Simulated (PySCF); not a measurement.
System: C3H3F3OS (SMILES CO[C]([S-])C(F)(F)F) (charge −1, doublet).

| atom | x (Å) | y (Å) | z (Å) |
| --- | --- | --- | --- |
| C | 1.6934 | 0.0483 | 0.1615 |
| O | 0.7143 | 0.4970 | -0.7517 |
| C | -0.4607 | -0.2629 | -0.7677 |
| S | -0.4609 | -1.9124 | -1.1450 |
| C | -1.5302 | 0.2792 | 0.0629 |
| F | -1.3849 | 0.1500 | 1.4668 |
| F | -1.6819 | 1.6308 | -0.0614 |
| F | -2.7463 | -0.2407 | -0.1641 |
| H | 1.3684 | 0.1967 | 1.1997 |
| H | 1.8999 | -1.0163 | 0.0024 |
| H | 2.5945 | 0.6330 | -0.0292 |

Geometry: GFN2-xTB.

Theory: UKS B3LYP, pcH-1 on C F H O S, non-relativistic, mean-field spin-orbit, GIAO in PySCF 2.14.0, density-fitted response routines.

Predict the electron density, electron localisation function and spin density between the atoms.

Answer. C–O (1.40 Å): ρ is about 2.1 e/Å³ halfway, with its minimum of 1.8 e/Å³ about 0.5 Å from C; the ELF peaks at about 0.90 between the atoms: a shared but strongly polarised pair.
C–S (1.69 Å): the density is about 1.4 e/Å³ at the midpoint; the ELF peaks at about 0.90 between the atoms: localised, covalent bonding.
The unpaired spin (1 electron) lies mostly on C3 (about 0.4), S4 (about 0.4) and C5 (about 0.1), in electrons by Hirshfeld's partition.

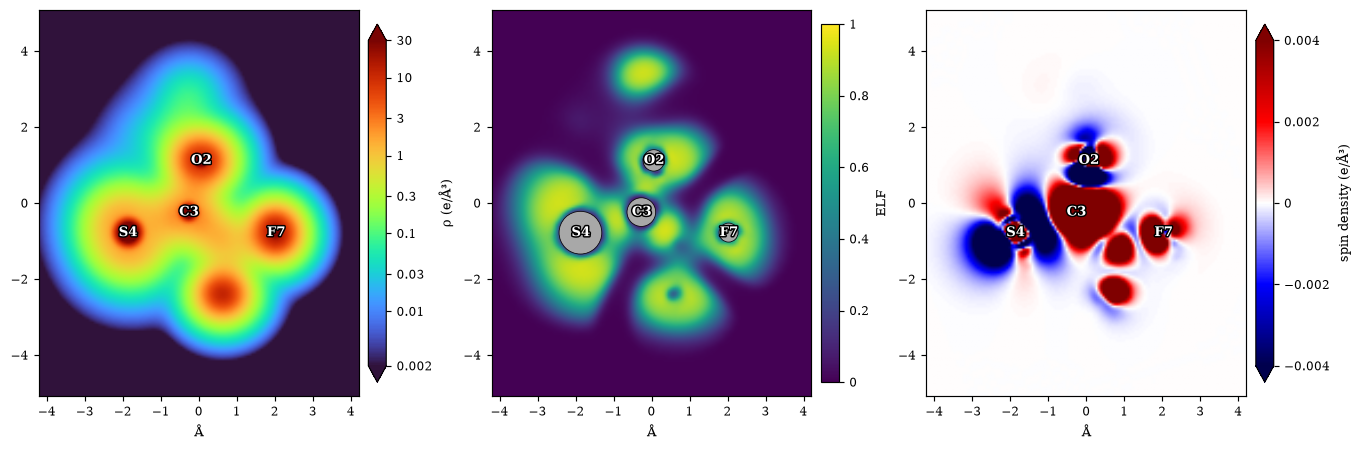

Computed electron density, electron localisation function and spin density on the plane of atoms O2, C3 and S4, in this order. Grey discs cover the atomic cores in the ELF map. 
